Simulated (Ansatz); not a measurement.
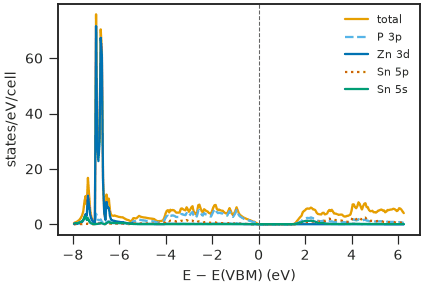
Figure. Total and projected density of states of ZnSnP$_{2}$ (chalcopyrite, space group No. 122), r²SCAN in the plane-wave PAW code Ansatz

Task: Which orbitals carry the states next to the gap?

Result: Top 1 eV of the valence band: P 3p 84 %, Sn 5p 5 %. Bottom 1 eV of the conduction band: P 3p 39 %, Sn 5s 22 %, Sn 5p 16 %, P 3s 9 %, outside the projected shells 12 %. Projections are on Löwdin-orthogonalised atomic valence shells; empty p or d shells of many metals are not among them.

Task: Where is the tallest occupied peak in this window, and what makes it?

Result: Near -7.0 eV, about 76 states/eV per cell; the largest projected share is Zn 3d.

Space group I-42d (chalcopyrite). The r²SCAN relaxation kept the symmetry of its start. Scalar-relativistic: spin–orbit coupling is off unless named, which matters more the heavier the elements.

Potentials: the later of the program's two PAW sets.
